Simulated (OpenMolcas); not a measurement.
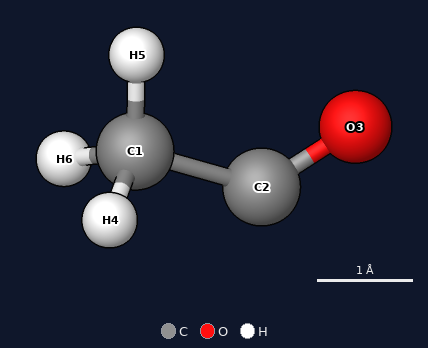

*The structure as given in the input (ball-and-stick view, seen at a tilt; atoms are numbered from 1 in the order of the input).*

# C₂H₃O (charge +1): single-point calculation

C₂H₃O, charge +1, computed with B3LYP/6-31G*, RKS (OpenMolcas 26.06).

The geometry is that of the parent species in another charge or spin state. The geometry comes from this level: PBE0-D4/def2-TZVP.

### The input
```
&GATEWAY
BasLib
$CurrDir
Coord
6
bohr
C     -0.28459275     0.68200216    -0.46525057
C     -0.18009090    -1.77218516     0.93900491
O      1.53407967    -2.72082767     1.98591318
H     -1.75687838     1.85911256     0.37208707
H      1.53842604     1.65483317    -0.42027509
H     -0.85075470     0.29687597    -2.41147951
Basis
6-31Gs
Group
NoSym
&SEWARD
GridInput
Grid=UltraFine
End of Grid
&SCF
Charge
1
KSDFT
B3LYP
Thresholds
1e-10 1e-07 1e-07 1e-05
PrOrbitals
0
```

Hardware: 1 thread of Arm Neoverse V1, 24 GiB of memory available, shared host.

Launch command:
```bash
export MOLCAS_MEM=1860
pymolcas calc.input > calc.log
```

### Output
```
--- Start Module: gateway ---

                                              &GATEWAY

                       available to each process: 1.9 GB of memory, 1 thread

 Basis Set     1 Label: C.6-31GS
 Basis set is read from library:.
 basistype.tbl is not found

 Basis Set     2 Label: O.6-31GS
 Basis set is read from library:.
 basistype.tbl is not found

 Basis Set     3 Label: H.6-31GS
 Basis set is read from library:.
 basistype.tbl is not found

++    Symmetry information:
      ---------------------

                    Character Table for C1

                             E
                    a        1  x, y, xy, Rz, z, xz, Ry, yz, Rx, I
--

++    Basis set information:
      ----------------------

      Basis set label: C.6-31GS.........

      Electronic valence basis set:
      ------------------
      Associated Effective Charge   6.000000 au
      Associated Actual Charge      6.000000 au
      Nuclear Model: Point charge

      Shell  nPrim  nBasis  Cartesian Spherical Contaminant
         s      10       3        X
         p       4       2        X
         d       1       1                 X

      Basis set label: O.6-31GS.........

      Electronic valence basis set:
      ------------------
      Associated Effective Charge   8.000000 au
      Associated Actual Charge      8.000000 au
      Nuclear Model: Point charge

      Shell  nPrim  nBasis  Cartesian Spherical Contaminant
         s      10       3        X
         p       4       2        X
         d       1       1                 X

      Basis set label: H.6-31GS.........

      Electronic valence basis set:
      ------------------
      Associated Effective Charge   1.000000 au
      Associated Actual Charge      1.000000 au
      Nuclear Model: Point charge

      Shell  nPrim  nBasis  Cartesian Spherical Contaminant
         s       4       2        X
--

++    Molecular structure info:
      -------------------------

                    ************************************************
                    **** Cartesian Coordinates / bohr, angstrom ****
                    ************************************************

     Center  Label                x              y              z                     x              y              z
        1      C1              -0.284593       0.682002      -0.465251             -0.150600       0.360900      -0.246200
        2      C2              -0.180091      -1.772185       0.939005             -0.095300      -0.937800       0.496900
        3      O3               1.534080      -2.720828       1.985913              0.811800      -1.439800       1.050900
        4      H4              -1.756878       1.859113       0.372087             -0.929700       0.983800       0.196900
        5      H5               1.538426       1.654833      -0.420275              0.814100       0.875700      -0.222400
        6      H6              -0.850755       0.296876      -2.411480             -0.450200       0.157100      -1.276100

                    ***************************************
                    *    InterNuclear Distances / bohr    *
                    ***************************************

               1 C1            2 C2            3 O3            4 H4            5 H5            6 H6
    1 C1       0.000000
    2 C2       2.829468        0.000000
    3 O3       4.571108        2.221333        0.000000
    4 H4       2.062607        3.999247        5.866063        0.000000
    5 H5       2.066838        4.067603        4.993613        3.395379        0.000000
    6 H6       2.063170        3.994565        5.842177        3.318115        3.393689        0.000000

                    *******************************************
                    *    InterNuclear Distances / angstrom    *
                    *******************************************

               1 C1            2 C2            3 O3            4 H4            5 H5            6 H6
    1 C1       0.000000
    2 C2       1.497290        0.000000
    3 O3       2.418926        1.175479        0.000000
    4 H4       1.091485        2.116310        3.104187        0.000000
    5 H5       1.093724        2.152483        2.642506        1.796757        0.000000
    6 H6       1.091782        2.113833        3.091547        1.755871        1.795863        0.000000

                    **************************************
                    *    Valence Bond Angles / degree    *
                    **************************************
                          Atom centers                 Phi
                      2 C2       1 C1       4 H4       108.66
                      2 C2       1 C1       5 H5       111.40
                      2 C2       1 C1       6 H6       108.44
                      4 H4       1 C1       5 H5       110.62
                      4 H4       1 C1       6 H6       107.07
                      5 H5       1 C1       6 H6       110.51
                      1 C1       2 C2       3 O3       129.26

           ***************************************************************
           *              Valence Dihedral Angles / degree               *
           ***************************************************************
                    Atom centers                       Phi1     Phi2     Theta
           3 O3       2 C2       1 C1       4 H4        129.26   108.66  -123.12
           3 O3       2 C2       1 C1       5 H5        129.26   111.40    -1.01
           3 O3       2 C2       1 C1       6 H6        129.26   108.44   120.83
--

            Nuclear Potential Energy             63.25582275 au

--- Stop Module: gateway /rc=_RC_ALL_IS_WELL_ ---

--- Start Module: seward ---

                                              &SEWARD

                       available to each process: 1.9 GB of memory, 1 thread

               SEWARD will generate:
                  Multipole Moment integrals up to order  2
                  Kinetic Energy integrals
                  Nuclear Attraction integrals (point charge)
                  One-Electron Hamiltonian integrals
                  Velocity integrals
                  Orbital angular momentum around (  0.4157  -1.2265   0.8129 )
                  Velocity quadrupole around (  0.4157  -1.2265   0.8129 )
                  Two-Electron Repulsion integrals

                   Integrals are discarded if absolute value <: 1.00E-14
                   Integral cutoff threshold is set to       <: 1.00E-16

            Nuclear Potential Energy             63.25582275 au

      Basis set specifications :
      Symmetry species         a
      Basis functions           48

--- Stop Module: seward /rc=_RC_ALL_IS_WELL_ ---

--- Start Module: scf ---

                                                &SCF

                       available to each process: 1.9 GB of memory, 1 thread

 ###############################################################################
 ###     Minimized-density-differences option turned off!                    ###
 ###############################################################################
++    Input section:
      --------------

      Header of the integral files:

      Cartesian coordinates in angstrom:
      -----------------------------------------------------
      No.  Label        X            Y            Z
      -----------------------------------------------------
       1   C1        -0.15060000   0.36090000  -0.24620000
       2   C2        -0.09530000  -0.93780000   0.49690000
       3   O3         0.81180000  -1.43980000   1.05090000
       4   H4        -0.92970000   0.98380000   0.19690000
       5   H5         0.81410000   0.87570000  -0.22240000
       6   H6        -0.45020000   0.15710000  -1.27610000
      -----------------------------------------------------
      Nuclear repulsion energy =   63.25582275
--

++    Orbital specifications:
      -----------------------

      Symmetry species               1
                                     a
      Frozen orbitals                0
      Aufbau                        11
      Start temperature = 0.500
      End temperature   = 0.010
      Temperature Factor= 0.460
      Deleted orbitals               0
      Total number of orbitals      48
      Number of basis functions     48
--

      Molecular charge                           1.000

      Numerical integration parameters
      --------------------------------
      Radial quadrature type:                         MHL
      Size of radial grid:                            99
      Lebedev angular grid:                           41
      Angular grid pruned with the crowding factor:  1.00E+10
                                 and fading factor:  1.00E+01
      Screening threshold for integral computation:   1.00E-11
      Radial quadrature accuracy:                     1.00E-25
      Maximum batch size:                             128
      AO values are stored on disk
      The same grid will be used for all iterations.

      DFT functional specifications
      -----------------------------
      Using Libxc version: 6.2.2
      Please cite the following reference:
      S. Lehtola, C. Steigemann, M. J.T. Oliveira, and M. A.L. Marques.,  SoftwareX 7, 1–5 (2018) doi:10.1016/j.softx.2017.11.002

      * B3LYP

++    Optimization specifications:
      ----------------------------

      SCF Algorithm: Conventional
      D(i)-D(i-1) density differences are used
      Number of density matrices in core                 5
      Maximum number of NDDO SCF iterations            400
      Maximum number of HF SCF iterations              400
      Threshold for SCF energy change             1.00E-10
      Threshold for density matrix                1.00E-07
      Threshold for Fock matrix                   1.00E-07
      Threshold for linear dependence             1.00E-09
      Threshold at which DIIS is turned on        1.50E-01
      Maximum depth in the DIIS procedure                5
      Maximum depth in the BFGS Hessian update          30
      Threshold at which QNR/C2DIIS is turned on  7.50E-02
      Threshold for Norm(delta) (QNR/C2DIIS)      1.00E-05
      All orbitals punched on: SCFORB
--

      Input vectors read from INPORB
      Orbital file label: *Guess orbitals

++ Convergence information
                                   B3LYP      iterations: Energy and convergence statistics

Iter     Tot. B3LYP      One-elec.       Two-elec.     Energy      Max Dij or  Max Fij      DNorm      TNorm      AccCon     Time
         Energy          Energy          Energy        Change      Delta Norm                                                in Sec.
   1  -148.742262714  -333.399852168   121.401766700   0.00E+00    1.55E-01*   4.68E-01*    6.57E+00   7.77E+01   None         1.
   2  -149.475935095  -344.192340650   131.460582801  -7.34E-01*   3.54E-01*   3.20E-01*    5.70E+00   8.01E+01   EDIIS        0.
   3  -147.350837621  -330.472960606   119.866300231   2.13E+00*   7.84E-02*   2.89E-01*    4.79E+00   7.73E+01   EDIIS        0.
   4  -152.705017401  -341.939444986   125.978604831  -5.35E+00*   5.88E-01*   1.37E-01*    5.72E+00   7.90E+01   EDIIS        0.
   5  -151.881666369  -338.588657993   123.451168869   8.23E-01*   1.65E-01*   7.68E-02*    1.82E+00   7.88E+01   EDIIS        0.
   6  -152.826459503  -340.668707520   124.586425263  -9.45E-01*   2.44E-01*   6.37E-02*    6.41E-01   7.89E+01   EDIIS        0.
   7  -152.760106711  -342.402613486   126.386684021   6.64E-02*   5.24E-02*   2.80E-02*    6.40E-01   7.91E+01   EDIIS        0.
   8  -152.865099564  -341.485437180   125.364514862  -1.05E-01*   4.92E-02*   1.60E-02*    1.39E-01   7.90E+01   EDIIS        0.
   9  -152.864790996  -341.088752328   124.968138578   3.09E-04*   4.00E-03*   7.85E-03*    1.37E-01   7.89E+01   EDIIS        0.

       Fermi aufbau procedure completed!
      nOcc=   11

  10  -152.869614171  -341.308877025   125.183440100  -4.82E-03*   3.90E-03*   1.66E-03*    1.35E-02   7.89E+01   c2DIIS       0.
  11  -152.869609041  -341.300865770   125.175433975   5.13E-06*   5.72E-03*   8.79E-04*    1.51E-02   7.89E+01   QNRc2DIIS    0.
  12  -152.869596998  -341.304776197   125.179356445   1.20E-05*   3.36E-03*   1.34E-03*    1.84E-02   7.89E+01   QNRc2DIIS    1.
  13  -152.869623977  -341.298956431   125.173509700  -2.70E-05*   8.31E-04*   7.11E-04*    1.03E-02   7.89E+01   QNRc2DIIS    0.
  14  -152.869626325  -341.303401194   125.177952115  -2.35E-06*   4.47E-05*   1.71E-05*    2.29E-03   7.89E+01   QNRc2DIIS    0.
  15  -152.869626331  -341.302593866   125.177144780  -5.98E-09*   3.79E-06    1.33E-06*    1.64E-04   7.89E+01   QNRc2DIIS    0.
  16  -152.869626331  -341.302602434   125.177153349  -2.36E-11    1.36E-06    3.06E-07*    1.28E-05   7.89E+01   QNRc2DIIS    0.
  17  -152.869626331  -341.302604787   125.177155702  -1.59E-12    3.24E-07    8.49E-08     4.56E-06   7.89E+01   QNRc2DIIS    0.

       Convergence after  17 Iterations
--

 *****************************************************************************************************************************
 *                                             SCF/KS-DFT Program, Final results                                             *
 *                                                       Final Results                                                       *
 *****************************************************************************************************************************

::    Total KS-DFT energy                            -152.8696263308
      One-electron energy                            -341.3026047870
      Two-electron energy                             125.1771557019
      Nuclear repulsion energy                         63.2558227544
      Kinetic energy (interpolated)                   151.6441381462
      Virial theorem                                    1.0080813423
      Total spin, S(S+1)                                0.0000000000
      Total spin, S                                     0.0000000000
      Max non-diagonal density matrix element           0.0000003126
      Max non-diagonal Fock matrix element              0.0000000330

      No orbitals printed

++    Molecular charges:
      ------------------

      Mulliken charges per centre
      ---------------------------

                C1      C2      O3      H4      H5      H6
      Total    6.5569  5.4066  8.0017  0.6839  0.6676  0.6833

      N-E     -0.5569  0.5934 -0.0017  0.3161  0.3324  0.3167

      Total electronic charge=   22.000000

      Total            charge=    1.000000
--

++    Molecular properties:
      ---------------------

      Charge (e):
                      =    1.0000
      Dipole Moment (debye):
      Origin of the operator (angstrom)=    0.2200   -0.6490    0.4302
                   X= -1.6257E+00               Y=  1.8209E+00               Z= -1.5151E+00           Total=  2.8730E+00
      Center of Charge (angstrom)
                     X=   -0.11846262               Y=   -0.26991504               Z=    0.11473602
      Quadrupole Moment (debye*angstrom):
      Origin of the operator (angstrom)=    0.2200   -0.6490    0.4302
                  XX= -1.3264E+01              XY= -4.6573E-01              XZ=  5.6747E-01              YY= -1.0751E+01
                  YZ= -2.1069E+00              ZZ= -1.2904E+01
      In traceless form (debye*angstrom)
                  XX= -1.4368E+00              XY= -6.9859E-01              XZ=  8.5121E-01              YY=  2.3330E+00
                  YZ= -3.1603E+00              ZZ= -8.9616E-01
--

--- Stop Module: scf /rc=_RC_ALL_IS_WELL_ ---
--- Module scf spent 11 seconds ---

.##################.
.# Happy landing! #.
.##################.

    Timing: Wall=12.17 User=9.75 System=2.41
```

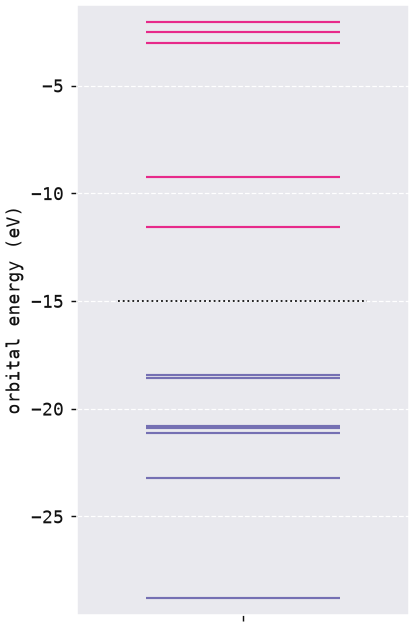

*Orbital energies near the frontier; the dotted line parts filled from empty levels, and levels within 0.02 eV of each other stand side by side.*

Highest filled −18.42 eV, lowest empty −11.55 eV, 6.87 eV apart.

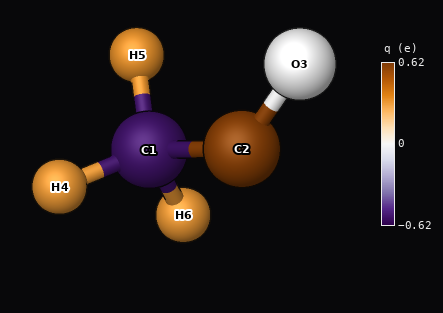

*Mulliken charges, as the colour of each atom (ball-and-stick view, seen at a tilt; atoms are numbered from 1 in the order of the input).*

By element: C −0.56 to +0.59, O 0.00 and H +0.32 to +0.33 e.

### Results in brief

| quantity | value |
| --- | --- |
| outcome | converged |
| total energy | −152.869626 hartree |
| basis functions | 48 |
| HOMO | −18.42 eV |
| LUMO | −11.55 eV |
| wall time | 13 s |
| peak memory | 0.38 GiB |
